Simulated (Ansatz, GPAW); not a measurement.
## STM contrast on a 2-layer slab of Rh(110)

Wanted: filled- and empty-state images of a 2-layer slab of Rh(110), with its work function.

Main program and level: GPAW 26.7.0 and Ansatz 0.2.0; GPAW, PAW setups; slab in vacuum, in the first sound run; inputs show where later runs differ.

**1. Starting point**

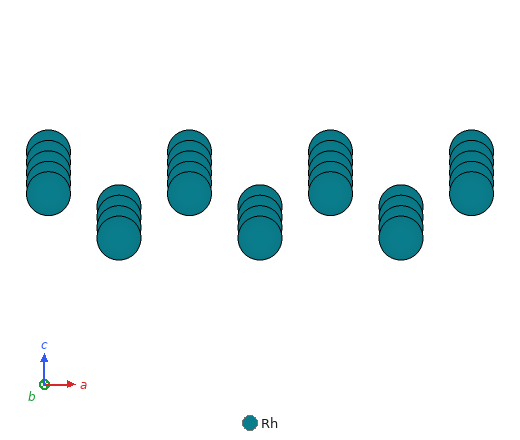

The cell as given, nearly edge on (rhodium blue). 3×4×1 cells are drawn. Some periodic images of atoms are drawn too.

The cell holds 2 atoms: 2 Rh. Cell: a = 3.800 Å, b = 2.687 Å, c = 15.344 Å, α = 90.0°, β = 90.0°, γ = 90.0°. Vacuum lies along c.

**2. Relaxing the atoms**

Forces are removed first; all later runs use this geometry. The lowest 1 atoms are held at bulk positions and keep their forces.

Input file run.py:

```python
import json
import numpy as np
from ase import Atoms
from ase.constraints import FixAtoms
from ase.optimize import BFGS
from gpaw import GPAW, PW

slab = Atoms(
    ['Rh', 'Rh'],
    positions=[
        [1.90000, 1.34350, 7.00000],
        [0.00000, 0.00000, 8.34350]],
    cell=[[3.8, 0.0, 0.0], [0.0, 2.68701, 0.0], [0.0, 0.0, 15.3435]],
    pbc=[True, True, False])

slab.calc = GPAW(mode=PW(400), xc='PBE', kpts={'size': (8, 12, 1), 'gamma': True},
                 occupations={'name': 'fermi-dirac', 'width': 0.1}, nbands='160%',
                 convergence={'density': 0.0001}, maxiter=200,
                 poissonsolver={'dipolelayer': 'xy'},
                 symmetry={'tolerance': 1e-3, 'extra_ids': [1, 0]}, txt='slab.txt')
result = {}
slab.set_constraint(FixAtoms([0]))
path = []
opt = BFGS(slab, maxstep=0.2)
opt.attach(lambda: path.append((slab.get_potential_energy(), slab.positions.tolist(), slab.get_forces().tolist())))
result['relaxed'] = bool(opt.run(fmax=0.05, steps=30))
result['path'] = path
energy = slab.get_potential_energy()
fermi = slab.calc.get_fermi_level()
v = slab.calc.get_electrostatic_potential().mean((0, 1)) - fermi
n = slab.calc.get_pseudo_density().mean((0, 1))
L = slab.cell[2, 2]
z = np.arange(len(v)) * L / len(v)
low, high = slab.positions[:, 2].min(), slab.positions[:, 2].max()
below, above = np.interp([low - 4.8, high + 4.8], z, v)
slopes = [np.interp(x, z, np.gradient(v, z)) for x in (low - 4.8, high + 4.8)]
eps = np.array([[slab.calc.get_eigenvalues(k, s) for k in range(len(slab.calc.get_ibz_k_points()))]
                for s in range(slab.calc.get_number_of_spins())]) - fermi
top, bottom = eps[eps < 0].max(), eps[eps > 0].min()
dipole = slab.get_dipole_moment()[2]
print(f'energy {energy:.4f} eV, Fermi level {fermi:.4f} eV, dipole {dipole:.5f} e A')
print(f'potential 4.8 A off the faces, from the Fermi level: lower {below:.4f} eV, upper {above:.4f} eV')
print(f'slope of the potential there: lower {slopes[0]:.5f}, upper {slopes[1]:.5f} eV/A')
print(f'nearest levels on the mesh: {top:.4f} and {bottom:.4f} eV')
print('magnetic moment', round(slab.get_magnetic_moment(), 3))
result.update(energy=energy, fermi=fermi, dipole=dipole, below=below, above=above, slopes=slopes, edges=[top, bottom],
              z=z.tolist(), v=v.tolist(), n=n.tolist(), positions=slab.positions.tolist(),
              forces=slab.get_forces(apply_constraint=False).tolist(), moments=slab.get_magnetic_moments().tolist())
json.dump(result, open('result.json', 'w'))
```

The run is started by

```bash
$ OMP_NUM_THREADS=1 OPENBLAS_NUM_THREADS=1 python run.py
```

Output:

```text
Step          Energy          fmax
BFGS:    0      -11.685920        2.053496
BFGS:    1      -11.744989        1.971869
BFGS:    2      -12.064383        1.125660
BFGS:    3      -12.143281        0.466838
BFGS:    4      -12.154371        0.077803
BFGS:    5      -12.154717        0.006406
energy -12.1037 eV, Fermi level -2.0278 eV, dipole -0.00028 e A
potential 4.8 A off the faces, from the Fermi level: lower 4.9885 eV, upper 4.9889 eV
slope of the potential there: lower -0.00012, upper 0.00019 eV/A
nearest levels on the mesh: -0.0222 and 0.0006 eV
magnetic moment 0.0
```

Elapsed: 7.2 min, on 1 thread of Arm Neoverse N1, shared host; peak memory 0.2 GiB.

Step by step:

```
step  energy less that of the first step (eV)  largest force (eV/Å)
   1                                   0.0000                2.0535
   2                                  -0.0609                1.9719
   3                                  -0.3957                1.1257
   4                                  -0.4881                0.4668
   5                                  -0.4964                0.0778
   6                                  -0.4972                0.0064
```

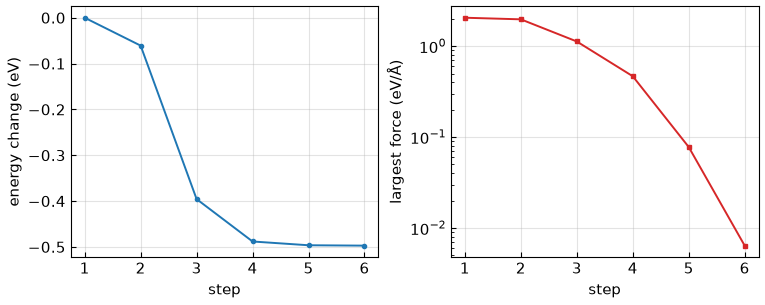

Energy and largest force along the relaxation.

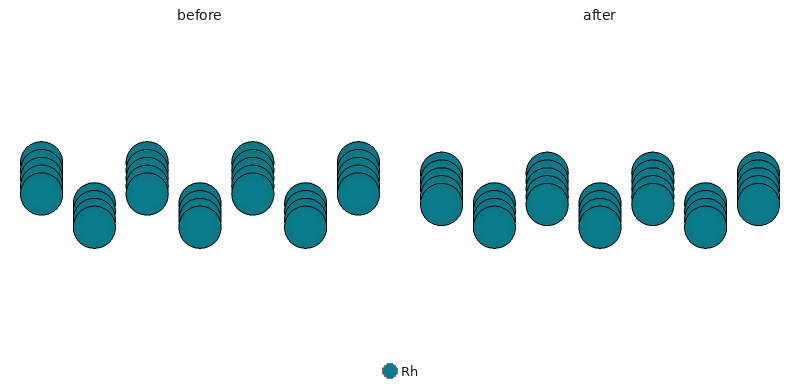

Before and after, at one scale.

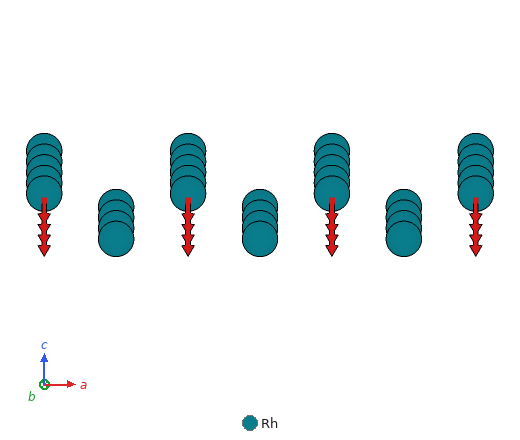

Displacements in the relaxation, exaggerated; the longest in the cell stands for 0.38 Å. 3×4×1 cells are drawn. Some periodic images of atoms are drawn too.

The atoms that moved most (Å):

```csv
atom,dx,dy,dz,length
Rh2,0.000,0.000,-0.379,0.379
```

Final coordinates:

```xyz
2
Lattice="3.8000 0.0000 0.0000 0.0000 2.6870 0.0000 0.0000 0.0000 15.3435" Properties=species:S:1:pos:R:3
Rh    1.9000    1.3435    7.0000
Rh    0.0000    0.0000    7.9644
```

Numbers from this step:

* dipole along the normal: -2.80e-4 e·Å
* levels nearest the Fermi level on the mesh: -0.02219, 6.29e-4 eV from the Fermi level
* upper work function: 4.989 eV
* lower work function: 4.989 eV

Electrostatic potential energy of an electron (without an applied field's), less the Fermi level, planar mean against z:

```
z (Å)  electrostatic potential energy of an electron (without an applied field's), less the Fermi level, planar mean (eV)
    0                                                                                                                4.99
    1                                                                                                                4.99
    2                                                                                                                4.99
    3                                                                                                                4.99
    4                                                                                                                4.98
    5                                                                                                                4.80
    6                                                                                                                2.12
    7                                                                                                               -16.4
    8                                                                                                               -16.1
    9                                                                                                                2.39
   10                                                                                                                4.82
   11                                                                                                                4.98
   12                                                                                                                4.99
   13                                                                                                                4.99
   14                                                                                                                4.99
   15                                                                                                                4.99
```

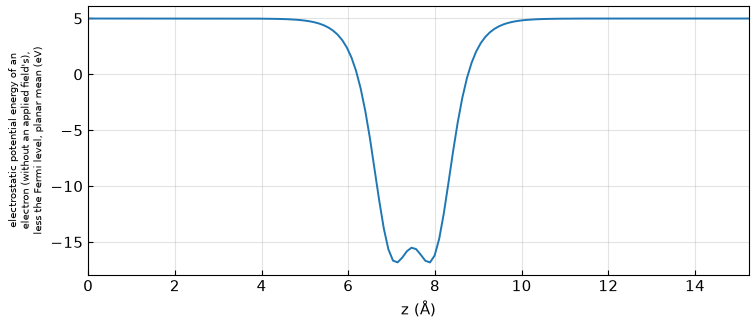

Electrostatic potential energy of an electron (without an applied field's), less the Fermi level, planar mean against z.

Table of pseudo valence density, planar mean by z:

```csv
z (Å),"pseudo valence density, planar mean (e/Å³)"
3,3.3e-5
4,5.1e-4
5,0.00785
6,0.129
7,1.68
8,1.61
9,0.117
10,0.00694
11,4.7e-4
12,3.1e-5
```

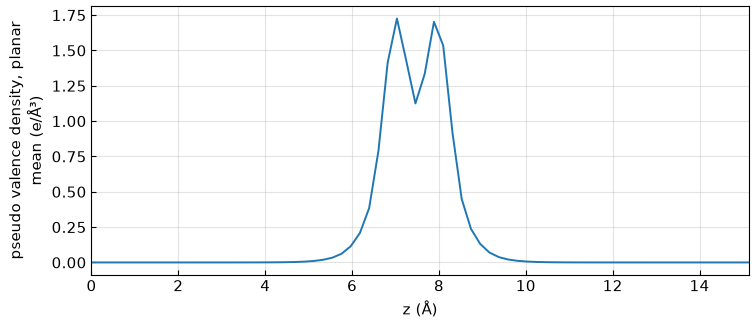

Pseudo valence density, planar mean against z.

The relaxation lowered the energy of the cell by 0.497 eV (energies extrapolated to zero smearing; the optimiser's log prints free energies). The largest force left on a free atom is 0.0064 eV/Å.

**3. The slab's potential**

With the geometry fixed, the planar mean of the potential gives the vacuum level on each side.

run.py: that of step 2 with these lines changed.

```diff
@@ -3,4 +3,3 @@
 from ase import Atoms
-from ase.constraints import FixAtoms
-from ase.optimize import BFGS
+from ase.dft.stm import STM
 from gpaw import GPAW, PW
@@ -11,3 +10,3 @@
         [1.90000, 1.34350, 7.00000],
-        [0.00000, 0.00000, 8.34350]],
+        [0.00000, 0.00000, 7.96442]],
     cell=[[3.8, 0.0, 0.0], [0.0, 2.68701, 0.0], [0.0, 0.0, 15.3435]],
@@ -17,12 +16,6 @@
                  occupations={'name': 'fermi-dirac', 'width': 0.1}, nbands='160%',
-                 convergence={'density': 0.0001}, maxiter=200,
+                 convergence={'density': 1e-05}, maxiter=200,
                  poissonsolver={'dipolelayer': 'xy'},
-                 symmetry={'tolerance': 1e-3, 'extra_ids': [1, 0]}, txt='slab.txt')
+                 symmetry={'tolerance': 1e-3}, txt='slab.txt')
 result = {}
-slab.set_constraint(FixAtoms([0]))
-path = []
-opt = BFGS(slab, maxstep=0.2)
-opt.attach(lambda: path.append((slab.get_potential_energy(), slab.positions.tolist(), slab.get_forces().tolist())))
-result['relaxed'] = bool(opt.run(fmax=0.05, steps=30))
-result['path'] = path
 energy = slab.get_potential_energy()
@@ -48,2 +41,16 @@
               forces=slab.get_forces(apply_constraint=False).tolist(), moments=slab.get_magnetic_moments().tolist())
+
+# Images need the states of the whole zone, up to time reversal
+slab.calc = slab.calc.fixed_density(symmetry={'point_group': False}, txt='states.txt', nbands='250%',
+                                    convergence={'bands': 'CBM+1.8'})
+stm = STM(slab)
+result['stm'] = []
+for bias in [-2.0, -1.0, 1.5]:
+    height = high + 4.0
+    current = stm.get_averaged_current(bias, height)
+    x, y, h = stm.scan(bias, current)
+    i, f = divmod(height / L * stm.ldos.shape[2], 1)
+    I = abs((1 - f) * stm.ldos[:, :, int(i)] + f * stm.ldos[:, :, int(i) + 1])
+    print(f'bias {bias} V: mean current at 4.0 A {current:.4e}, corrugation {np.ptp(h):.4f} A')
+    result['stm'].append(dict(bias=bias, current=current, h=(h - high).tolist(), I=I.tolist()))
 json.dump(result, open('result.json', 'w'))
```

Output:

```text
energy -12.1037 eV, Fermi level -2.0276 eV, dipole -0.00000 e A
potential 4.8 A off the faces, from the Fermi level: lower 4.9885 eV, upper 4.9887 eV
slope of the potential there: lower -0.00021, upper 0.00030 eV/A
nearest levels on the mesh: -0.0222 and 0.0006 eV
magnetic moment 0.0
bias -2.0 V: mean current at 4.0 A 1.5183e-05, corrugation 0.2762 A
bias -1.0 V: mean current at 4.0 A 8.3765e-06, corrugation 0.4193 A
bias 1.5 V: mean current at 4.0 A 4.4848e-05, corrugation 0.0865 A
```

It took 3.2 min on 1 thread; peak memory 0.33 GiB.

This step gave:

* dipole along the normal: -1.15e-7 e·Å
* levels nearest the Fermi level on the mesh: -0.02219, 6.21e-4 eV from the Fermi level
* lower work function: 4.988 eV
* corrugation -2: 0.2762 Å
* corrugation -1: 0.4193 Å
* corrugation 1.5: 0.08654 Å

Electrostatic potential energy of an electron (without an applied field's), less the Fermi level, planar mean against z:

(Unchanged from step 2.)

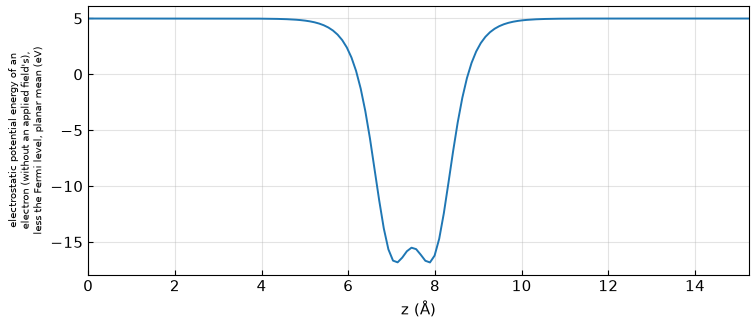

Electrostatic potential energy of an electron (without an applied field's), less the Fermi level, planar mean, plotted against z.

Pseudo valence density, planar mean against z:

```csv
z (Å),"pseudo valence density, planar mean (e/Å³)"
3,3.3e-5
4,5.1e-4
5,0.00785
6,0.129
7,1.68
8,1.61
9,0.117
10,0.00693
11,4.7e-4
12,3.1e-5
```

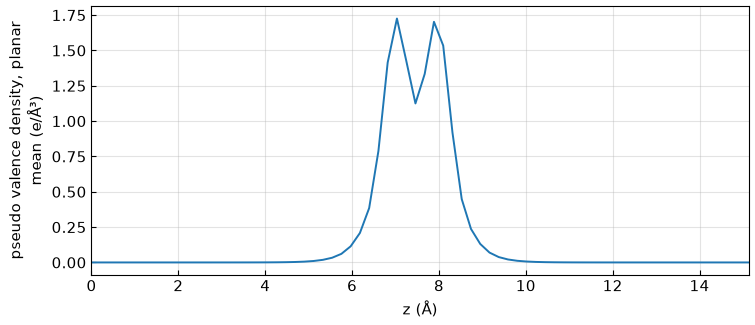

Pseudo valence density, planar mean against z.

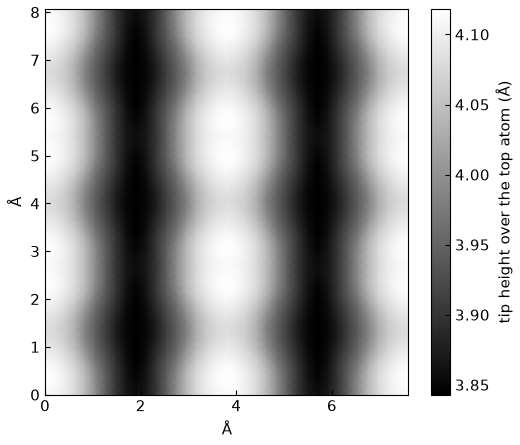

Tip height over the top atom over a1 and a2. Sample bias -2 V, constant current at the mean current 4.0 Å over the top atom. The cell is repeated, with its origin at the lower left corner.

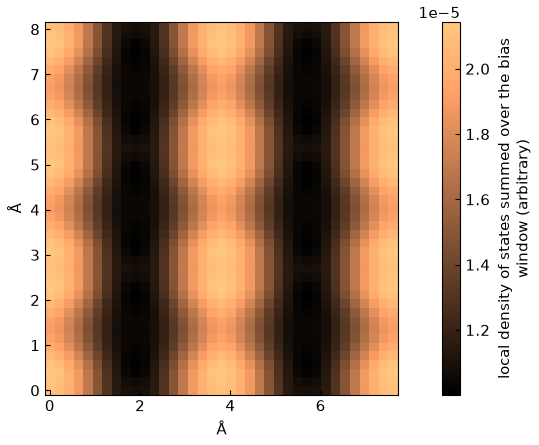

Local density of states summed over the bias window over a1 and a2. Sample bias -2 V, constant height 4.0 Å over the top atom. The cell is repeated, with its origin at the lower left corner.

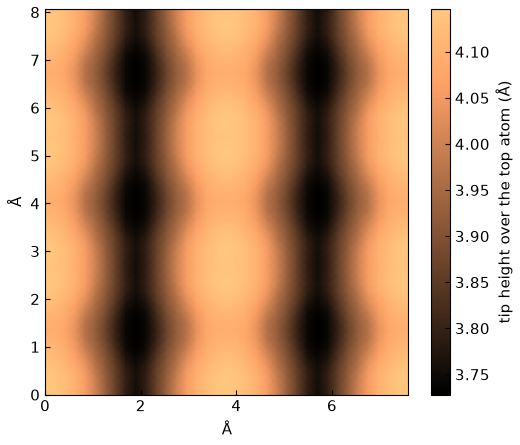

Tip height over the top atom over a1 and a2. Sample bias -1 V, constant current at the mean current 4.0 Å over the top atom. The cell is repeated, with its origin at the lower left corner.

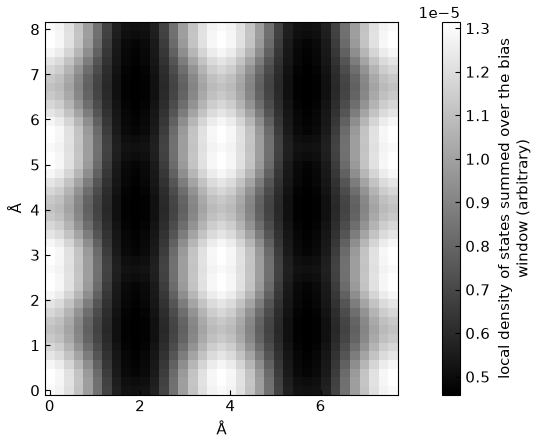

Local density of states summed over the bias window over a1 and a2. Sample bias -1 V, constant height 4.0 Å over the top atom. The cell is repeated, with its origin at the lower left corner.

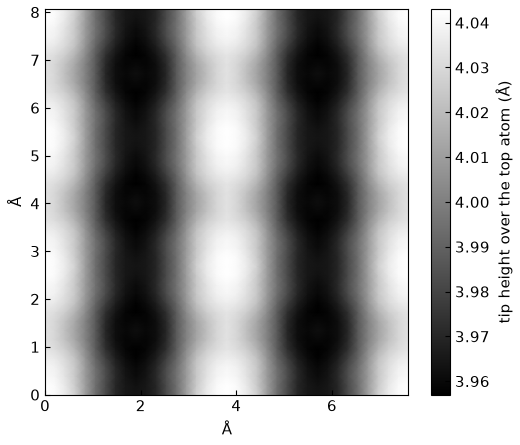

Tip height over the top atom over a1 and a2. Sample bias 1.5 V, constant current at the mean current 4.0 Å over the top atom. The cell is repeated, with its origin at the lower left corner.

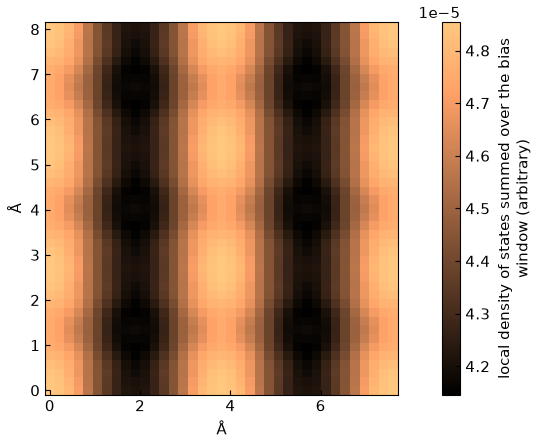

Local density of states summed over the bias window over a1 and a2. Sample bias 1.5 V, constant height 4.0 Å over the top atom. The cell is repeated, with its origin at the lower left corner.

The potential is flat to 3.0e-4 eV/Å where it is read, so the vacuum is wide enough.

(Continued in part 2 of 2.)

[Logs are printed without paths, hosts, clocks, repeated set-up lines and the standing remarks that a program may print on its own settings, such as how far it seeks lower states.]

[Hosts, paths, dates, database ids (printed as entryN), source tags and the programs' standing remarks are cut or masked in the printed files.]
